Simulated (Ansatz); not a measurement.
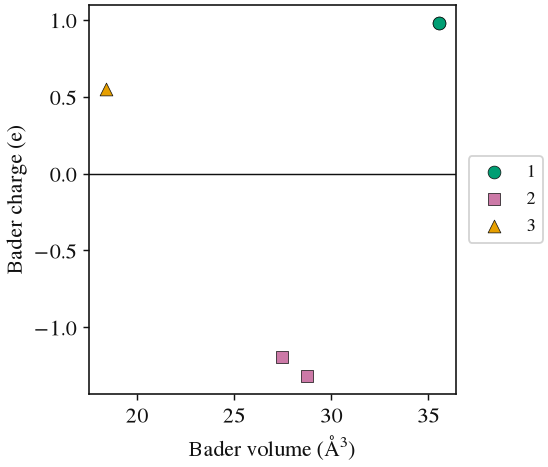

Bader charges of the atoms (positive: electrons lost), against the volumes of their basins.

System: NaLu₂Pd₂, space group P-6m2, 5 atoms in the cell.

Level of theory: DFT PBE, scalar-relativistic, plane waves, PAW, no spin polarisation, 12×12×6 k mesh, 420 eV cutoff, Gaussian smearing of 0.1 eV; code Ansatz 0.2.0.

**Which number is which element?**

1 is Lu; 2 is Pd; 3 is Na. The Bader charges are Lu +0.98 e, Na +0.55 e and Pd from −1.32 to −1.19 e.

The structure is an invented one, so it need not be a known or stable phase. Spin-orbit coupling is left out, which matters for Lu.
